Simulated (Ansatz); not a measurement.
Consider C2H4F3InO (SMILES FC(F)(F)C[O][InH2]).

```yaml
atoms:
  - { symbol: F, position_ang: [0.2491, -0.6663, 2.1552] }
  - { symbol: C, position_ang: [-0.3867, -0.8647, 1.0019] }
  - { symbol: F, position_ang: [-1.3855, -1.7223, 1.2251] }
  - { symbol: F, position_ang: [0.4966, -1.4905, 0.1790] }
  - { symbol: C, position_ang: [-0.8806, 0.4218, 0.3685] }
  - { symbol: O, position_ang: [0.1692, 1.2410, 0.0191] }
  - { symbol: In, position_ang: [1.3633, 0.7488, -1.5320] }
  - { symbol: H, position_ang: [-1.5259, 0.9089, 1.1112] }
  - { symbol: H, position_ang: [-1.5200, 0.1161, -0.4757] }
  - { symbol: H, position_ang: [2.9021, 1.4415, -1.3277] }
  - { symbol: H, position_ang: [0.5183, -0.1343, -2.7246] }
```

Geometry: PBE0-D4/def2-TZVP; core potentials replace the inner electrons of In.

All numbers below come from Ansatz 0.2.0, RKS PBE0-D4/def2-TZVPP.

Q: What will maps of the electron density and electron localisation function show?

A: C–F (1.34 Å): ρ is about 2.4 e/Å³ halfway; the ELF peaks at about 0.85 between the atoms; a shared but strongly polarised pair.
C–O (1.38 Å): the density is about 2.2 e/Å³ at the midpoint, with its minimum of 2 e/Å³ about 0.5 Å from C; the ELF peaks at about 0.85 between the atoms: a polar covalent bond.
C–C (1.52 Å): ρ at the midpoint is about 1.8 e/Å³; the ELF peaks at about 1 between the atoms: a shared electron pair.

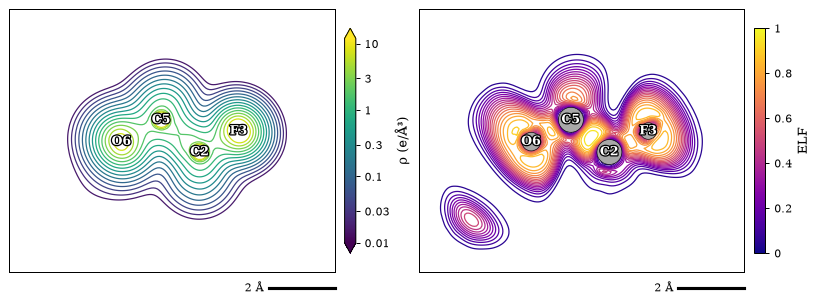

Computed electron density and electron localisation function on the plane of atoms F3, C2 and C5, in this order. Grey discs cover the atomic cores in the ELF map. 
